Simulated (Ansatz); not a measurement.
# Run report: CH$_{4}$BFO$_{2}$S, phonon calculation

The run: phonon calculation of CH$_{4}$BFO$_{2}$S. Method and program: RKS PBE-D4/6-31G* (Ansatz 0.2.0).

It belongs to a series of runs on one base structure; here: vibrations at the highest image of the band. Figures and captions count atoms from 1; the log counts them from 0 in places.

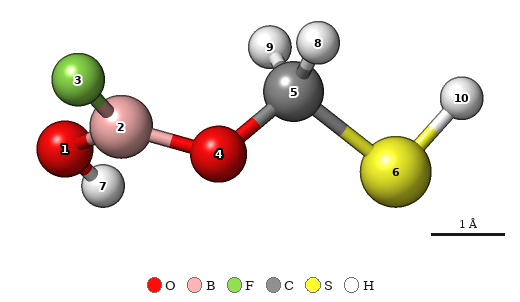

**Figure 1.** The structure (ball-and-stick view, seen at an oblique angle; atoms are numbered from 1 in the order of the input).

Input:
```yaml
crystal:
  periodic: [false, false, false]
  atoms:
    - { symbol: O, position_ang: [-0.436605, -2.39061, -0.031256] }
    - { symbol: B, position_ang: [-0.054616, -1.362928, -0.84619] }
    - { symbol: F, position_ang: [0.710363, -1.666264, -1.902607] }
    - { symbol: O, position_ang: [-0.466338, -0.050279, -0.647379] }
    - { symbol: C, position_ang: [0.305245, 0.838739, 0.129791] }
    - { symbol: S, position_ang: [-0.891686, 2.049403, 0.860662] }
    - { symbol: H, position_ang: [-1.024089, -2.058347, 0.674765] }
    - { symbol: H, position_ang: [1.038199, 1.379032, -0.496689] }
    - { symbol: H, position_ang: [0.836922, 0.308509, 0.943563] }
    - { symbol: H, position_ang: [0.065806, 2.901644, 1.318242] }
basis:
  gaussian: { orbitals: "6-31G*" }
hamiltonian:
  xc: pbe
  dispersion: d4
phonons: {}
```

Run on 2 threads of Intel Xeon @ 2.50GHz (Skylake/Cascade Lake), 16 GiB of memory available, shared host.

Launched with:
```bash
ansatz run input.yaml --threads 2 --pin off --max-ram 3072MiB --backend cpu --events-out ev --progress --plain --runs-dir out
```

The program's output:
```
Engine: ansatz 0.2.0, x86_64-unknown-linux-gnu
Functional definition: PBE
  parameter kappa = 0.804
  parameter beta = 0.06672455060314922
  exchange = pbe_x(kappa = kappa, mu = beta*pi^2/3)
  correlation = pbe_c(beta = beta)
1096 factors; their error is unknown
mean field evaluation 1: about -19405.8136 eV, gradient 6.6e1 eV
mean field evaluation 2: about -19388.0461 eV, gradient 1.2e2 eV
mean field evaluation 4: about -19413.4991 eV, gradient 6.5e0 eV
mean field evaluation 8: about -19413.5589 eV, gradient 2.2e-1 eV
mean field evaluation 16: about -19413.4894 eV, gradient 1.4e-4 eV
mean field -19413.48943491 eV, -713.4325777973 hartree, gradient 7.6e-5 eV, S^2 0.000000; 0 other end points of the search recorded, 0 dependent functions left out
the calculation of the forces begins
reference -19413.48946230 eV, -713.4325788039 hartree; 28, 28 occupied and 74, 74 virtual orbitals, 1096 factors
these checks for a lower state are left out or cut short: stability, starts, cluster_reference, orbital_swaps, neighbouring_geometries, increment
1096 factors; their error is unknown
mean field -19413.48932842 eV, -713.4325738839 hartree, gradient 2.8e-6 eV, S^2 0.000000; 0 other end points of the search recorded, 0 dependent functions left out
[... from here on the field's lines of each further geometry are left out, up to the last ...]
the calculation of the forces begins
reference -19413.48946172 eV, -713.4325787823 hartree; 28, 28 occupied and 74, 74 virtual orbitals, 1096 factors
these checks for a lower state are left out or cut short: stability, starts, cluster_reference, orbital_swaps, neighbouring_geometries, increment
1096 factors; their error is unknown
mean field -19413.48941537 eV, -713.4325770789 hartree, gradient 2.1e-6 eV, S^2 0.000000; 0 other end points of the search recorded, 0 dependent functions left out
the calculation of the forces begins
reference -19413.48944276 eV, -713.4325780856 hartree; 28, 28 occupied and 74, 74 virtual orbitals, 1096 factors
WARN: phonons: modes at or below zero, which the zero-point energy, F, S and C_V leave out: 2, the lowest at -125.10 cm⁻¹. A minimum has none, and a first-order saddle one
Total energy: -19413.68586260 eV, -713.4397963815 hartree
Atom 0 at    -0.436605    -2.390610    -0.031256 Å, force    -0.009499    -0.014600    -0.011680 eV/Å
Atom 1 at    -0.054616    -1.362928    -0.846190 Å, force    -0.000275     0.004337     0.004003 eV/Å
Atom 2 at     0.710363    -1.666264    -1.902607 Å, force     0.018235    -0.014353     0.010723 eV/Å
Atom 3 at    -0.466338    -0.050279    -0.647379 Å, force    -0.023050     0.008827     0.010152 eV/Å
Atom 4 at     0.305245     0.838739     0.129791 Å, force     0.001157     0.000947    -0.003091 eV/Å
Atom 5 at    -0.891686     2.049403     0.860662 Å, force     0.022390    -0.027566     0.001905 eV/Å
Atom 6 at    -1.024089    -2.058347     0.674765 Å, force    -0.000479     0.022670    -0.004946 eV/Å
Atom 7 at     1.038199     1.379032    -0.496689 Å, force    -0.009873     0.004975     0.003247 eV/Å
Atom 8 at     0.836922     0.308509     0.943563 Å, force     0.009292     0.010923    -0.012663 eV/Å
Atom 9 at     0.065806     2.901644     1.318242 Å, force    -0.007897     0.003842     0.002351 eV/Å
Dipole moment:     0.227637     0.174159     0.409095 e Å
Vibrations: -125.10 -10.59 111.47 130.74 246.40 411.62 470.05 582.97 658.81 726.99 781.46 923.57 945.45 987.85 1130.12 1209.37 1308.48 1392.65 1437.14 1499.16 2614.98 2948.28 3007.01 3685.56 cm⁻¹, zero-point energy 1.686813 eV
```

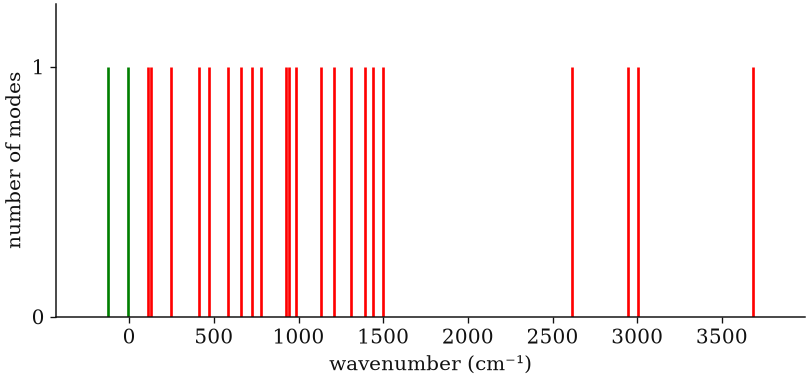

**Figure 2.** Harmonic vibrational wavenumbers from the force constants; neighbouring modes closer than 17 cm⁻¹ are counted in one stick, and imaginary ones are drawn at negative wavenumbers. 24 modes from 125i to 3686 cm⁻¹, 1 imaginary beyond 8i (125i cm⁻¹): a first-order saddle point, if the geometry is stationary.

Results in brief:

```tsv
quantity	value
outcome	converged
total energy	−19413.6859 eV
mean-field energy	−19413.4895 eV
largest force (length of the vector)	0.036 eV/Å
wall time	70 s (CPU time 2.3 min)
peak memory	0.16 GiB
```
